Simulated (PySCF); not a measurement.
**C$_{4}$H$_{4}$: density, localisation and related maps**

| atom | x (Å) | y (Å) | z (Å) |
| --- | --- | --- | --- |
| C | 1.7020 | -0.8885 | -0.1209 |
| C | 0.5402 | -0.2633 | -0.1718 |
| C | -0.5636 | 0.3017 | 0.0157 |
| C | -1.6508 | 0.8843 | 0.3047 |
| H | 1.6801 | -1.7392 | 0.4978 |
| H | 2.5823 | -0.6604 | -0.6356 |
| H | -2.0823 | 1.7534 | -0.2765 |
| H | -2.4277 | 0.3411 | 0.9332 |

Geometry: GFN2-xTB, MD frame at 250 fs, 400 K.

All numbers below come from PBE0/pcSseg-1, SCF density, gas phase, non-relativistic (PySCF 2.14.0).

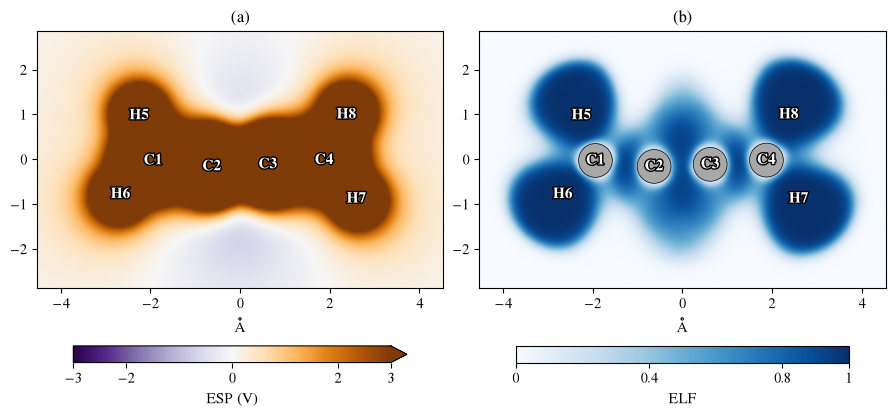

Figure 1. (a) electrostatic potential; (b) electron localisation function on the molecular plane. Grey discs cover the atomic cores in the ELF map.

> What do the fields say about this system?

- The plane passes through C and H nuclei.
- C–C (1.25 Å): the ELF peaks at about 0.90 between the atoms: a multiple bond.
- C–H (1.04 Å): the ELF climbs to about 1 towards the hydrogen, as it does in any bond to H; a covalent bond by its length.
- C–C (1.32 Å): the ELF peaks at about 0.90 between the atoms; a multiple bond.
- Outside the dense part of the molecule the potential is most negative (−0.7 V) near C2.

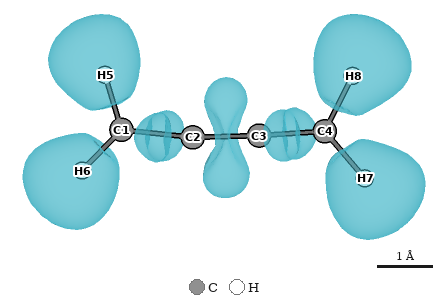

Figure 2. Isosurface of the ELF at 0.8 (cyan), seen at a tilt. Core shells and regions of very low density are left out.

> Where are the electrons localised?

The surface consists of three regions between bonded C–C atoms (shared pairs) and four regions around hydrogen nuclei.

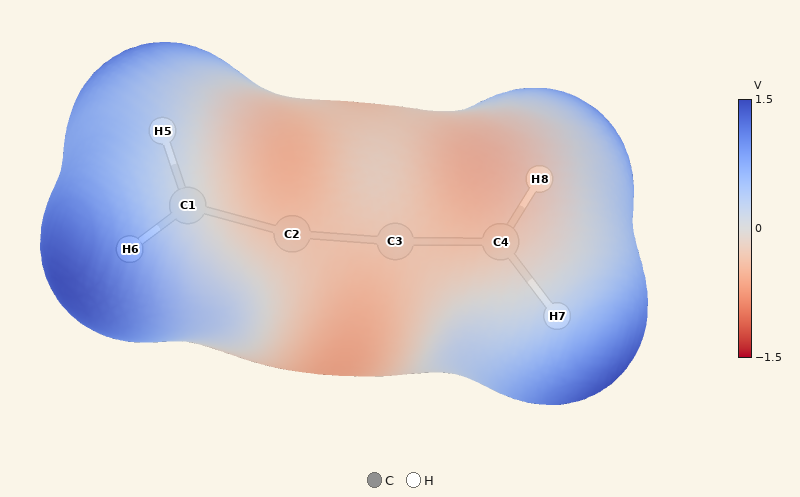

Figure 3. The electrostatic potential painted on the density surface at 0.004 e/bohr³, seen at a tilt; the colour scale runs from red (negative) to blue (positive).

> Describe the electrostatic potential map.

The most negative region (about −0.6 V, or −14 kcal/mol for a unit charge) lies over C2, C3 and C4, the most positive (about +1.4 V, or +32 kcal/mol for a unit charge) over H6 and H7.
